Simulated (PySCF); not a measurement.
Molecule: C5H9O3, SMILES CC(=O)OC(C)C[O], doublet. Atoms near the plane z = 0.6 Å, at the GFN2-xTB optimised geometry (x, y, z in Å): C1 (0.0, 0.3, 0.0), C2 (-0.5, -0.4, 1.2), O3 (-1.1, -1.4, 1.3), H10 (-0.3, 1.4, 0.0), H11 (1.1, 0.3, 0.0).

Computed with unrestricted CAM-B3LYP/def2-SVP (PySCF). The values are rescaled to run from 0 to 1.

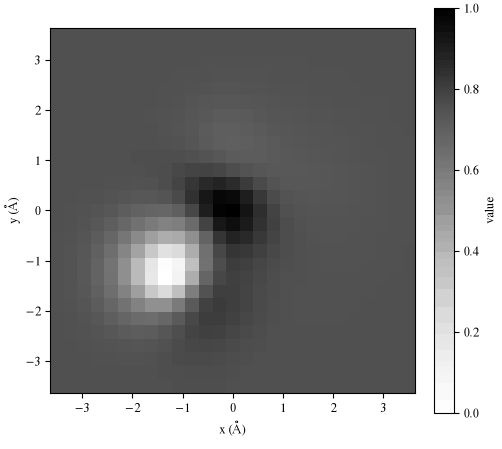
a field on the plane z = 0.6 Å.

**Question.** Which quantity is mapped?
A) log10 of the electron density
B) spin density
C) Laplacian of the electron density
D) an orbital amplitude

**Answer.** D, an orbital amplitude. In full: HOMO amplitude (α) (bohr^(-3/2)).
